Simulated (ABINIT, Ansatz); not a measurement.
# LiCNO (R3m): bands and cutoff in G0W0 with ABINIT, part 2 of 2

What does each rung of G0W0 on LiCNO (R3m) cost, and what does it buy?

ABINIT 10.8.3; PBEsol and many-body steps on it, plane waves. Known limits of the many-body steps: not at the basis limit.

So far. Step 3 (Screening, 4×4×4 mesh, 25 bands, screening to 76.2 eV): Local fields lower ε∞ by 21 %. Step 4 (25 bands, 76.2 eV): The gap on the mesh goes from 4.66 eV to 7.39 eV, a correction of +2.73 eV.

**6. 63 bands, 141.5 eV**

This step: G0W0 on PBEsol, plane waves, norm-conserving pseudopotentials.

File run.abi:

```
acell 3*1.0 Angstrom
rprim 
  1.643988180588 0.949157018607 4.762053928800
  -1.643988180588 0.949157018607 4.762053928800
  0.000000000000 -1.898314037214 4.762053928800
ntypat 4
znucl 3 6 7 8
natom 4
typat 1 2 3 4
xred 
  0.005259000000 0.005259000000 0.005259000000
  0.497462000000 0.497462000000 0.497462000000
  0.413960000000 0.413960000000 0.413960000000
  0.583333333333 0.583333333333 0.583333333333
pp_dirpath "pseudos"
pseudos "Li.upf, C.upf, N.upf, O.upf"
ecut 37
ngkpt 4 4 4
nshiftk 1
shiftk 0 0 0
kptopt 1
chksymbreak 0
istwfk *1
occopt 1
irdwfk 1
optdriver 4
nband 63
gwcalctyp 0
ecutsigx 37
symsigma 1
nkptgw 2
kptgw 
  0.5000000000 0.5000000000 0.5000000000
  0.0000000000 0.0000000000 0.0000000000
bdgw 
  8 12
  8 12
ecuteps 5.2
irdscr 1
ppmodel 1
indata_prefix "in"
outdata_prefix "out"
tmpdata_prefix "tmp"
```

Command:

```console
$ OMP_NUM_THREADS=1 mpirun -n 4 abinit run.abi > log
```

Output:

```text
.Version 10.8.3 of ABINIT. v10.8.2 released Aug 2026.

 Symmetries : space group R3 m (#160); Bravais hR (rhombohedral)
[... echo of the input left out ...]
== DATASET  1 ==================================================================
-   mpi_nproc: 4, omp_nthreads: 1 (-1 if OMP is not activated)

--- !DatasetInfo
iteration_state: {dtset: 1, }
dimensions: {natom: 4, nkpt: 13, mband: 63, nsppol: 1, nspinor: 1, nspden: 1, mpw: 3276, }
cutoff_energies: {ecut:  37.0, pawecutdg:  -1.0, }
electrons: {nelect:   1.80000000E+01, charge:   0.00000000E+00, occopt:   1.00000000E+00, tsmear:   1.00000000E-02, }

 SIGMA: Calculation of the GW corrections

 Based on a program developped by R.W. Godby, V. Olevano, G. Onida, and L. Reining.
 Incorporated in ABINIT by V. Olevano, G.-M. Rignanese, and M. Torrent.
.Using double precision arithmetic ; gwpc =  8

[... cell and pseudopotentials left out ...]
--------------------------------------------------------------------------------

 ==== K-mesh for the wavefunctions ====
 Number of points in the irreducible wedge :    13
[... list of points left out ...]
 Together with  6 symmetry operations and time-reversal symmetry
 yields    64 points in the full Brillouin Zone.

 ==== Q-mesh for screening function ====
 Number of points in the irreducible wedge :    13
[... list of points left out ...]
 Together with  6 symmetry operations and time-reversal symmetry
 yields    64 points in the full Brillouin Zone.

 vcoul_init : cutoff-mode = AUXILIARY_FUNCTION
 q-points for optical limit:   1
     1)      0.000010    0.000020    0.000030
 setmesh: FFT mesh size selected  =    54x   54x   54
          total number of points  =       157464

 Number of electrons calculated from density =   18.0000; Expected =   18.0000
[...]
number of omega for Sigma on real axis              0
 max omega for Sigma on real axis  [eV]           0.00
 zcut for avoiding poles [eV]                     0.10

 EPSILON^-1 parameters (SCR file):
 dimension of the eps^-1 matrix on file            159
 dimension of the eps^-1 matrix used               159
 number of plane-waves for wavefunctions          3259
 number of bands                                    63
 number of q-points in IBZ                          13
 number of frequencies                               2
 number of real frequencies                          1
 number of imag frequencies                          1

 matrix elements of self-energy operator (all in [eV])

 Perturbative Calculation

--- !SelfEnergy_ee
iteration_state: {dtset: 1, }
kpoint     : [   0.500,    0.500,    0.500, ]
spin       : 1
KS_gap     :    4.997
QP_gap     :    7.654
Delta_QP_KS:    2.658
data: !SigmaeeData |
     Band     E0 <VxcDFT>   SigX SigC(E0)      Z dSigC/dE  Sig(E)    E-E0       E
        8  -0.072 -17.881 -22.041   2.589   0.814  -0.228 -19.161  -1.279  -1.351
        9  -0.072 -17.881 -22.041   2.589   0.814  -0.228 -19.161  -1.279  -1.351
       10   4.925  -9.746  -5.044  -3.117   0.870  -0.150  -8.368   1.378   6.303
[...]
--- !SelfEnergy_ee
iteration_state: {dtset: 1, }
kpoint     : [   0.000,    0.000,    0.000, ]
spin       : 1
KS_gap     :    4.820
QP_gap     :    7.515
Delta_QP_KS:    2.695
data: !SigmaeeData |
     Band     E0 <VxcDFT>   SigX SigC(E0)      Z dSigC/dE  Sig(E)    E-E0       E
[...]
11   7.799 -16.092  -9.352  -3.177   0.822  -0.216 -13.163   2.929  10.729
       12   7.799 -16.092  -9.352  -3.177   0.822  -0.216 -13.163   2.929  10.729

== END DATASET(S) ==============================================================
================================================================================

 -outvars: echo values of variables after computation  --------
           etotal      0.0000000000E+00
            nband          63
             nkpt          13
          spgroup         160
 [... the other variables as echoed above ...]

 Calculation completed.
```

Elapsed: 9.6 s, on 4 MPI ranks of Intel Xeon Platinum 8375C at 2.90GHz (Ice Lake), shared host; peak memory 1.4 GiB; 38 s of CPU time.

This step gave:

| Item | Value |
| --- | --- |
| G0W0 gap on the points computed | 7.32 eV |
| starting gap on the mesh | 4.664 eV |
| k of the valence top | 0.5, 0.5, 0.5 |
| k of the conduction bottom | 0, 0, 0 |
| Z at the valence top | 0.814 |
| Z at the conduction bottom | 0.866 |
| least direct G0W0 gap on the computed points | 7.515 eV |

Against G0W0 in ABINIT (4×4×4 mesh, 25 bands, screening to 76.2 eV, Godby-Needs plasmon pole), the gap moves by −0.073 eV.

**7. Screening, 4×4×4 mesh, 142 bands, screening to 217.7 eV**

This step: RPA screening on PBEsol, plane waves, norm-conserving pseudopotentials.

Changes to run.abi since step 6:

```diff
@@ -25,17 +25,8 @@
 irdwfk 1
-optdriver 4
-nband 63
-gwcalctyp 0
-ecutsigx 37
-symsigma 1
-nkptgw 2
-kptgw 
-  0.5000000000 0.5000000000 0.5000000000
-  0.0000000000 0.0000000000 0.0000000000
-bdgw 
-  8 12
-  8 12
-ecuteps 5.2
-irdscr 1
-ppmodel 1
+optdriver 3
+nband 142
+ecuteps 8
+inclvkb 2
+awtr 1
+symchi 1
 indata_prefix "in"
```

Output:

```text
.Version 10.8.3 of ABINIT. v10.8.2 released Aug 2026.

 Symmetries : space group R3 m (#160); Bravais hR (rhombohedral)
[... echo of the input left out ...]
== DATASET  1 ==================================================================
-   mpi_nproc: 4, omp_nthreads: 1 (-1 if OMP is not activated)

--- !DatasetInfo
iteration_state: {dtset: 1, }
dimensions: {natom: 4, nkpt: 13, mband: 142, nsppol: 1, nspinor: 1, nspden: 1, mpw: 3276, }
cutoff_energies: {ecut:  37.0, pawecutdg:  -1.0, }
[...]
--------------------------------------------------------------------------------
[... chi0 elements left out ...]
 For q-point:  0.000010 0.000020 0.000030
  dielectric constant =   2.3907
  dielectric constant without local fields =   3.0821

  Average fulfillment of the sum rule on Im[epsilon] for q-point    1 :     81.08  [%]
[... wings left out ...]
  q-point number  2        q = ( 0.250000, 0.000000, 0.000000) [r.l.u.]
--------------------------------------------------------------------------------
[... chi0 elements left out ...]
  Average fulfillment of the sum rule on Im[epsilon] for q-point    2 :     86.66  [%]

 [... 11 further q-points ...]
```

Elapsed: 3.9 min, on 4 MPI ranks; peak memory 2.6 GiB.

Numbers from this step:

- ε∞ with local fields, on this mesh, along the program's q direction: 2.391
- the same without local fields: 3.082
- plasma frequency: 23.59 eV
- plane waves in the screening matrix: 299

**8. 142 bands, 217.7 eV**

This step: G0W0 on PBEsol, plane waves, norm-conserving pseudopotentials.

Changes to run.abi since step 7:

```diff
@@ -25,8 +25,17 @@
 irdwfk 1
-optdriver 3
+optdriver 4
 nband 142
+gwcalctyp 0
+ecutsigx 37
+symsigma 1
+nkptgw 2
+kptgw 
+  0.5000000000 0.5000000000 0.5000000000
+  0.0000000000 0.0000000000 0.0000000000
+bdgw 
+  8 12
+  8 12
 ecuteps 8
-inclvkb 2
-awtr 1
-symchi 1
+irdscr 1
+ppmodel 1
 indata_prefix "in"
```

Output:

```text
.Version 10.8.3 of ABINIT. v10.8.2 released Aug 2026.

 Symmetries : space group R3 m (#160); Bravais hR (rhombohedral)
[... echo of the input left out ...]
== DATASET  1 ==================================================================
-   mpi_nproc: 4, omp_nthreads: 1 (-1 if OMP is not activated)

--- !DatasetInfo
iteration_state: {dtset: 1, }
dimensions: {natom: 4, nkpt: 13, mband: 142, nsppol: 1, nspinor: 1, nspden: 1, mpw: 3276, }
cutoff_energies: {ecut:  37.0, pawecutdg:  -1.0, }
[...]
Band     E0 <VxcDFT>   SigX SigC(E0)      Z dSigC/dE  Sig(E)    E-E0       E
[...]
11   7.799 -16.092  -9.352  -3.659   0.816  -0.226 -13.579   2.514  10.313
       12   7.799 -16.092  -9.352  -3.659   0.816  -0.226 -13.579   2.514  10.313

== END DATASET(S) ==============================================================
================================================================================

 -outvars: echo values of variables after computation  --------
           etotal      0.0000000000E+00
            nband         142
             nkpt          13
          spgroup         160
 [... the other variables as echoed above ...]

 Calculation completed.
```

Wall time 28 s (4 MPI ranks); peak memory 2.6 GiB; 1.8 min of CPU time.

This step gave:

```
G0W0 gap on the points computed              : 7.463 eV
starting gap on the mesh                     : 4.664 eV
k of the valence top                         : 0.5, 0.5, 0.5
k of the conduction bottom                   : 0, 0, 0
least direct G0W0 gap on the computed points : 7.654 eV
```

Against G0W0 in ABINIT (4×4×4 mesh, 63 bands, screening to 141.5 eV, Godby-Needs plasmon pole), the gap moves by +0.143 eV.

**9. The runs together**

Times are wall times on 4 MPI ranks of Intel Xeon Platinum 8375C at 2.90GHz (Ice Lake), shared host, good to a factor of about two. A run's time includes the screening step that it read.

| run | mesh | bands | screening cutoff (eV) | DFT gap (eV) | gap on the mesh (eV) | direct (eV) | ε∞ used | time |
| --- | --- | --- | --- | --- | --- | --- | --- | --- |
| 25 bands, 76.2 eV | 4×4×4 | 25 | 76.2 | 4.664 | 7.393 | 7.593 | 2.37 | 21 s |
| 63 bands, 141.5 eV | 4×4×4 | 63 | 141.5 | 4.664 | 7.320 | 7.515 | 2.39 | 98 s |
| 142 bands, 217.7 eV | 4×4×4 | 142 | 217.7 | 4.664 | 7.463 | 7.654 | 2.39 | 4.3 min |

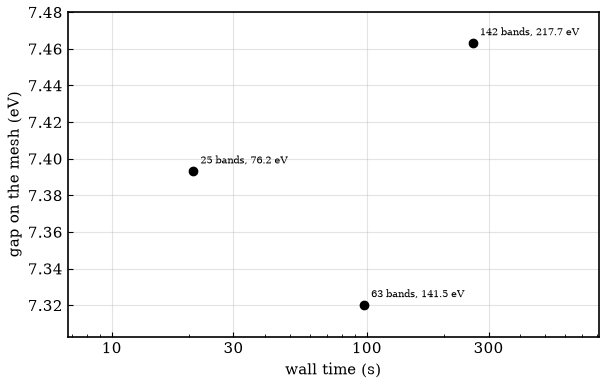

Result against wall time.

**10. Summary of results**

- 25 bands, 76.2 eV: 7.393 eV
- 63 bands, 141.5 eV: 7.320 eV
- 142 bands, 217.7 eV: 7.463 eV
- known limits: not at the basis limit

What this shows: From the first rung to the last the gap moves by +0.07 eV for 12 times the time. The gap turns back along the series, so no limit is drawn from it. In the G0W0 runs levels were corrected at 2 k points alone, so a gap called «on the mesh» is the least over those, and an edge elsewhere would be missed.

[Paths, hosts, dates, memory and timing lines, banners, echoed tables and standing remarks are left out of the program output.]

[Logs are printed without paths, hosts, clocks, repeated set-up lines and the standing remarks that a program may print on its own settings, such as how far it seeks lower states.]

[Runs of the session that timed out or met a known fault of the program may be left out.]

[Hosts, paths, dates, database ids (printed as entryN), source tags and the programs' standing remarks are cut or masked in the printed files.]

[G0W0 gaps are taken among the corrected bands and points alone; a level outside them can change the order at an edge.]

[Where Ansatz stands beside ABINIT at settings called matched, ABINIT's density can come from a denser mesh and the files from another edition; pairs whose starting gaps differed by over 0.03 eV were left out, so agreement reads better than it is.]
